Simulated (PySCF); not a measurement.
# CClF (SMILES F[C]Cl) at UCISD/STO-6G

What is the vertical triplet–singlet gap of CClF at UCISD/STO-6G? 

Program for the calculation: PySCF 2.14.0.

18 further runs of the same task are left out: 6 that didn't finish, 12 set aside as unsound or not needed.

**1. The structure to begin with**

CClF: 3 atoms, total charge 0, spin state triplet. As SMILES, `F[C]Cl`. The coordinates come from a GFN2-xTB relaxation.

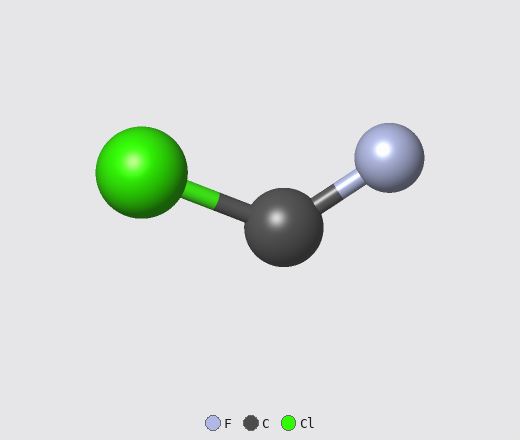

The structure, seen from a chosen angle (fluorine light blue, carbon dark grey, chlorine green).

**2. A single-point energy at UCISD/STO-6G**

geometry.xyz

```xyz
3

F     -0.998630     0.639490    -0.473520
C     -0.216580    -0.392190    -0.160770
Cl     1.215200    -0.247300     0.634290
```

calc.py

```python
from pyscf import gto, scf, ci

molecule = gto.Mole()
molecule.atom = 'geometry.xyz'
molecule.max_memory = 1860
molecule.basis = 'sto-6g'
molecule.verbose = 3
molecule.spin = 2
molecule.charge = 0
molecule.build()

mf = scf.UHF(molecule)
mf.conv_tol = 1e-10
mf.kernel()
if not mf.converged:
    mf = mf.newton().run(mf.mo_coeff, mf.mo_occ)

cisd = ci.CISD(mf, frozen=7)
cisd.kernel()
energy = cisd.e_tot
print('E(%s) = %.9f' % ('CISD', energy))
```

Run with:

```sh
OMP_NUM_THREADS=1 python calc.py
```

What it wrote:

```text
WARN: HOMO 0.0593002000559599 >= LUMO -0.172103927213365

converged SCF energy = -594.604367087859  <S^2> = 2.0087774  2S+1 = 3.0058459
E(UCISD) = -594.6719068086012  E_corr = -0.06753972074203973
E(CISD) = -594.671906809
```

Wall time 1 s (1 thread of Arm Neoverse V1, shared host); peak memory 0.1 GiB.

**3. The singlet, same level**

input.xyz

```xyz
3
CClF
F     -0.998630     0.639490    -0.473520
C     -0.216580    -0.392190    -0.160770
Cl     1.215200    -0.247300     0.634290
```

run.py

```python
from pyscf import gto, scf, ci

molecule = gto.Mole()
molecule.atom = 'input.xyz'
molecule.verbose = 3
molecule.max_memory = 1860
molecule.basis = 'sto-6g'
molecule.build()

calc0 = scf.RHF(molecule)
calc0.conv_tol = 1e-10
calc0.kernel()
if not calc0.converged:
    calc0 = calc0.newton().run(calc0.mo_coeff, calc0.mo_occ)

cisd = ci.CISD(calc0, frozen=7)
cisd.kernel()
etot = cisd.e_tot
print('E = %.10f Eh' % etot)
```

Run with:

```sh
OMP_NUM_THREADS=1 python run.py
```

What it wrote:

```text
converged SCF energy = -594.582930652614
E(RCISD) = -594.6790533166042  E_corr = -0.09612266399032032
E = -594.6790533166 Eh
```

Run time: 0.97 s. Hardware: 1 thread of Arm Neoverse V1, shared host; peak memory 0.1 GiB.

**4. Summary of results**

Level: UCISD/STO-6G, 7 core orbitals frozen.

| quantity | value |
| --- | --- |
| triplet: total energy | -594.67191 Eh |
| triplet: dipole moment (Hartree–Fock density) | 0.89 D |
| triplet: HOMO energy (Hartree–Fock orbitals) (highest over α and β) | -8.60 eV |
| triplet: LUMO energy (Hartree–Fock orbitals) (lowest over α and β) | 5.62 eV |
| triplet: correlation energy (7 core orbitals frozen) | -67.5 mEh |
| triplet: ⟨S²⟩ of the reference determinant | 2.009 |
| singlet: total energy | -594.67905 Eh |
| singlet: dipole moment (Hartree–Fock density) | 1.14 D |
| singlet: HOMO energy (Hartree–Fock orbitals) | -8.30 eV |
| singlet: LUMO energy (Hartree–Fock orbitals) | 5.23 eV |
| singlet: HOMO–LUMO gap (Hartree–Fock orbitals) | 13.53 eV |
| singlet: correlation energy (7 core orbitals frozen) | -96.1 mEh |
| vertical energy of the singlet above the triplet | -0.194 eV |

What this shows: At this shape the singlet lies 0.19 eV (18.8 kJ/mol) below the triplet. In a minimal basis such a difference can be off by several eV, whatever the method. Mulliken charges (triplet) of the mean-field density run from -0.10 on F1 to +0.18 on C2.
